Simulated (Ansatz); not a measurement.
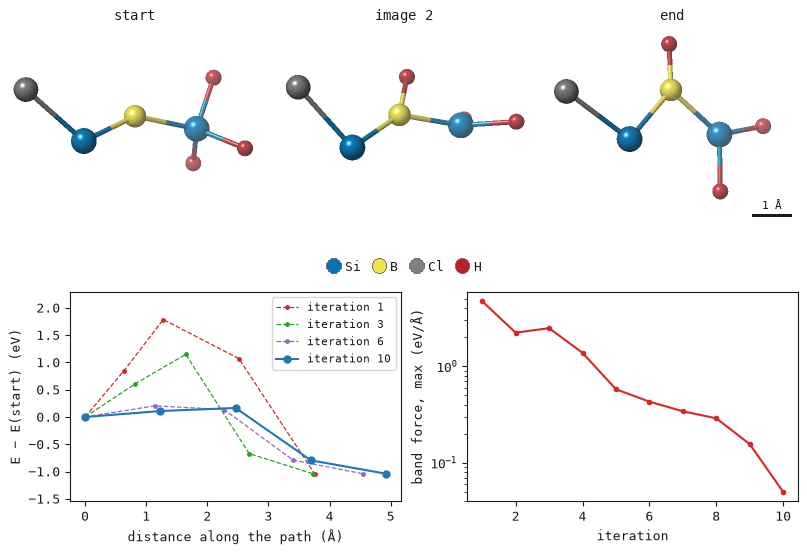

NEB run on BSi2H3Cl (charge −1). Images are numbered from 0 (start) to 4 (end). The plot follows the band through its iterations. A ball-and-stick model, seen at a tilt.

Method: RKS PBE-D4/def2-SVP (Ansatz). Run with 3 movable images; no climbing image; force threshold 0.05 eV/Å; iteration limit 60; starting path through a guess of the saddle point.

Did the band converge, and can the barrier be trusted?

The run is converged, with reservations. The band converged in 10 iterations. The largest component of the band force went from 4.7 to 0.05 eV/Å. No image climbed, so the highest image needn't lie on the saddle point, and the true maximum along this path can be higher. So few images resolve the path coarsely. The first iteration put the highest image at 1.79 eV. The energy climbs by 0.17 eV to image 2 and then falls by 1.21 eV, so the end point sits at −1.04 eV.

Limits of the set-up: the basis has no diffuse functions, which an anion needs.

The run took 33 s on 2 threads of AMD EPYC 7B13 (Zen 3), with other jobs on the host, peak memory 0.14 GiB.
